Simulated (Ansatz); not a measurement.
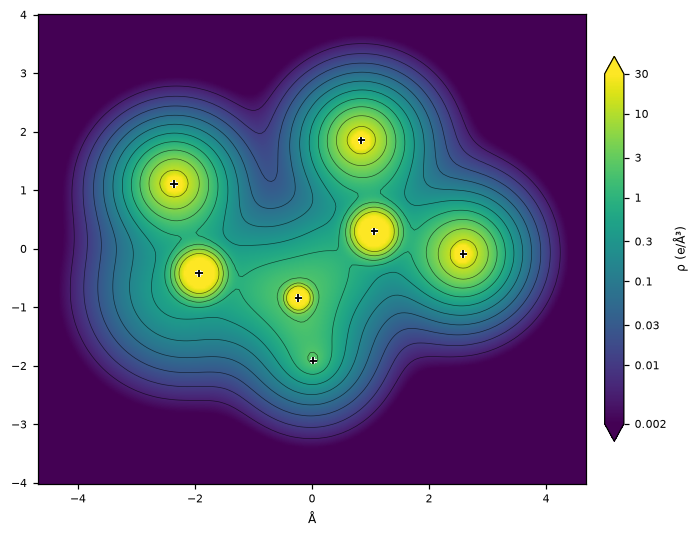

The total electron density on a plane through atoms (crosses mark nuclei in the plane).

Theory: Ansatz 0.2.0, isolated molecule in a Gaussian basis; Kohn-Sham density functional theory, functional PBE0.

Candidates:
A. BClH6Si3
B. Cl3HSeSn
C. CHF3Si2 (charge +1, doublet)

**Which candidate gave the map?**

Candidate C: CHF3Si2 on the molecular plane, which holds C, F, Si and H. Si–F (1.57 Å): ρ at the midpoint is about 1.3 e/Å³. C–Si (1.73 Å): ρ at the midpoint is about 1.1 e/Å³.
